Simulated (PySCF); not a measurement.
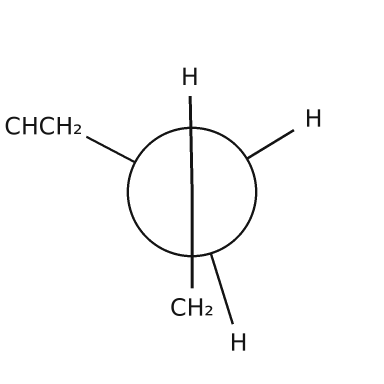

A Newman projection along the C–C bond, carbon in front; angles are drawn as computed, but eclipsed bonds slightly apart. The computed structure is the end point of a PBE0-D3(BJ)/def2-TZVP optimisation. No frequency run is at hand to confirm it as a minimum.

**Which molecule is it?**

C5H8, C=CCC=C

**What is the torsion angle from the front CH2 to the back CHCH2? The sign is positive where the front bond must turn clockwise to cover the back bond.**

118°, anticlinal.
